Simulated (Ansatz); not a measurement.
# ClGe2H5: what the fields show

The calculation's input:

```
crystal:
  periodic: [false, false, false]
  atoms:
    - { symbol: Ge, position_ang: [0.0, 0.0, 0.0] }
    - { symbol: Ge, position_ang: [1.4273, 0.0, 2.1732] }
    - { symbol: H, position_ang: [0.0314, -0.4318, 2.6906] }
    - { symbol: H, position_ang: [2.4991, -0.9929, 2.6906] }
    - { symbol: H, position_ang: [1.7512, 1.4247, 2.6906] }
    - { symbol: H, position_ang: [1.7485, 0.0, 0.0731] }
    - { symbol: H, position_ang: [-0.73, 1.2648, -0.5162] }
    - { symbol: Cl, position_ang: [-1.0456, -1.8115, -0.7393] }
basis:
  gaussian: { orbitals: def2-SVP }
hamiltonian:
  xc: { name: BHLYP }
  dispersion: d4
relax:
  f_tol: 0.15
  max_steps: 25
  restrain:
    - { distance: [1, 5], at: 2.75, k: 30.0 }
    - { distance: [0, 1], at: 2.4, k: 30.0 }
    - { distance: [0, 5], at: 1.55, k: 30.0 }
output:
  orbitals: {}
```

Command:

```sh
ansatz run input.yaml --threads 2 --pin off --max-ram 3072MiB --backend cpu --events-out ev --progress --plain --runs-dir out
```

The fields are those of the run's last geometry, not of the input's.

Not at a stationary point (largest force 0.9 eV/Å).

Level of theory: RKS BHLYP-D4/def2-SVP (Ansatz).

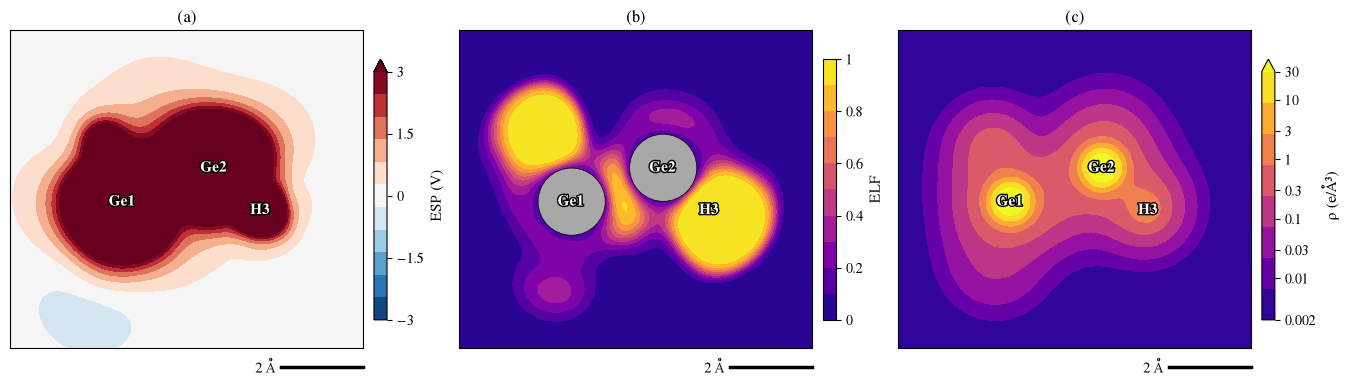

Figure 1. (a) molecular electrostatic potential; (b) ELF; (c) electron density on the plane of atoms Ge1, Ge2 and H3. Grey discs cover the atomic cores in the ELF map.

Question: Read the bonding off the picture.

Answer: The plane passes through Ge and H nuclei.
Ge–Ge (2.39 Å): ρ at the midpoint is about 0.61 e/Å³; the ELF peaks at about 0.85 between the atoms: a covalent bond.
Ge–H (1.53 Å): the density is about 1.1 e/Å³ at the midpoint; the ELF climbs to about 1 towards the hydrogen.
Outside the dense part of the molecule the potential is most negative (−0.4 V) near Cl8, which lies off the plane.

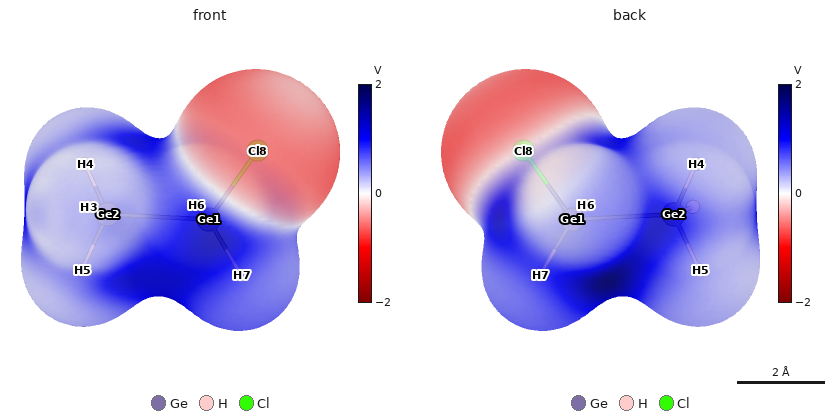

Figure 2. The electrostatic potential painted on the density surface at 0.002 e/bohr³, seen from the front and from behind; the colour scale runs from red (negative) to blue (positive).

Question: Where is the surface potential most negative and most positive?

Answer: The most negative region (about −0.6 V, or −14 kcal/mol for a unit charge) lies over Cl8, the most positive (about +1.8 V, or +42 kcal/mol for a unit charge) over Ge1.

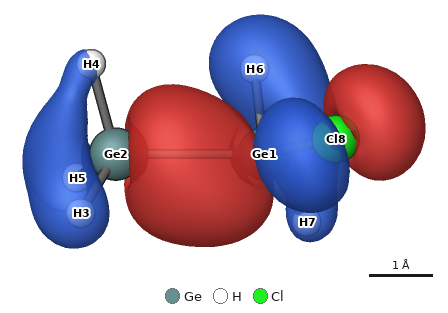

Figure 3. The HOMO at ±0.1 Å⁻³ᐟ² (blue and red are the two phases), seen from one side.

Question: Describe this orbital and give its energy.

Answer: It lies mainly on Ge2 (about 30 %), Ge1 (about 30 %), Cl8 (about 25 %) and H6 (about 10 %). Its energy is −8.82 eV.
